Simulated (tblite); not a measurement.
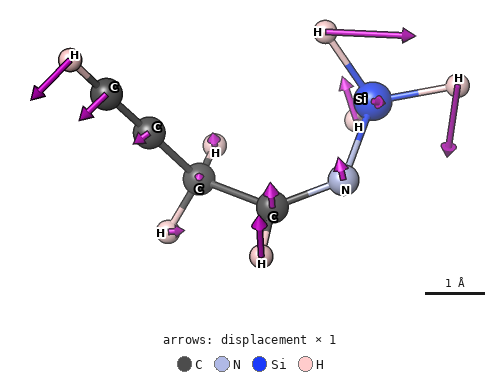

This is a relaxation of C₄H₇NSi. The starting structure is drawn; purple arrows show the displacements, at their true length. The two geometries are superimposed by the best rigid fit.

The picture is a ball-and-stick view, seen at a tilt.

Theory: GFN2-xTB geometry optimisation, gas phase in tblite 0.8.0. 

**Which element moves most?**

Hydrogen: up to 1.57 Å, against 0.67 Å for carbon.

**Describe the change and its energy.**

An H atom moves most after the best rigid fit: 1.57 Å. By element the largest moves are H 1.57 Å, C 0.67 Å, N 0.43 Å, Si 0.30 Å. Near-neighbour distances that change, for instance: C–N 1.295 → 1.246 Å, C–C 1.533 → 1.507 Å, H–Si 1.483 → 1.459 Å, C–C 1.213 → 1.197 Å. Bond angles that change, for instance: C–N–Si 124.0° → 137.5°, N–Si–H 108.0° → 118.9°, N–Si–H 110.1° → 102.8°. Groups turn about N–Si by about 60°, C–C by about 30°. After 156 geometry steps the energy has fallen by 0.248 eV.
